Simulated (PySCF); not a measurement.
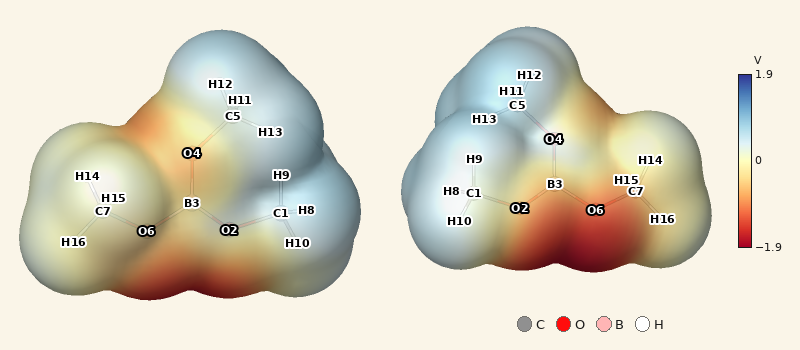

*C3H9BO3, SMILES `COB(OC)OC`. Electrostatic potential on the surface of electron density 0.001 a.u. (back view left, front view right).*

Computed with PySCF, PBE0/cc-pVDZ, geometry: GFN2-xTB. No frequency check shows the geometry to be a minimum.

Input

```python
import numpy as np
from pyscf import gto, scf, dft
from pyscf.scf import atom_ks, atom_hf
from scipy.linalg import block_diag

def solve(mol, dm0=None, hcore=None):
    mf = (dft.UKS if mol.spin else dft.RKS)(mol, xc='pbe0')
    mf.grids.level = 3
    mf = mf.density_fit(auxbasis='def2-universal-jkfit')
    mf.conv_tol, mf.max_cycle = 1e-8, 80
    if hcore is not None:
        mf.get_hcore = lambda *args: hcore
    mf.kernel(dm0)
    if not mf.converged:
        mf = mf.newton().run(mf.mo_coeff, mf.mo_occ, max_cycle=30)
    assert mf.converged, 'SCF not converged'
    return mf

mol = gto.M(atom='''
C     -2.21874    -0.98305    -0.00326
O     -0.82986    -1.20302     0.00772
B      0.17406    -0.28622     0.00035
O      0.13543     1.08260    -0.00475
C     -0.98340     1.93431     0.00218
O      1.40983    -0.85956    -0.00319
C      2.58419    -0.07850     0.00082
H     -2.54753    -0.56699    -0.96034
H     -2.53591    -0.32007     0.80571
H     -2.68846    -1.95859     0.13504
H     -1.51572     1.88038     0.95601
H     -0.60390     2.94941    -0.13160
H     -1.67577     1.70440    -0.81091
H      2.65790     0.50594     0.92133
H      2.59928     0.60956    -0.84771
H      3.42425    -0.76970    -0.06602
''', basis='cc-pvdz', charge=0, spin=0, verbose=4)
mf = solve(mol)
mf.analyze()
# spherically averaged free atoms, for the promolecule
atm = atom_ks.get_atm_nrks(mol, xc='pbe0')
pro = block_diag(*[(atm[a[0]][2] * atm[a[0]][3]) @ atm[a[0]][2].T for a in mol._atom])
np.savez('result.npz', e=mf.e_tot, c=mf.mo_coeff, occ=mf.mo_occ, eps=mf.mo_energy, pro=pro, dip=mf.dip_moment(verbose=0), s2=mf.spin_square()[0])
```

Run with:

```sh
OMP_NUM_THREADS=1 python input.py
```

The run took 16 s on 1 thread of Intel(R) Xeon(R) Platinum 8488C (Sapphire Rapids), with other jobs on the host, peak memory 0.58 GiB.

Partitions, critical points and surface values were worked out afterwards from this run's density.

Where are the extremes of the potential on the surface?

Answer. Highest: 0.81 V, 1.4 Å from H13, and at like points elsewhere. Further maxima include 0.66 V, 1.4 Å from H12; 0.66 V, near H8 (1.67 Å), H10 (1.80 Å), C1 (1.80 Å) and H9 (1.81 Å). Lowest: −1.84 V, 1.8 Å from O6. Further minima include −0.84 V, near O4 (1.80 Å) and H14 (1.96 Å). The surface is sampled at points, so like sites can differ by a few per cent and only the strongest of them is named.
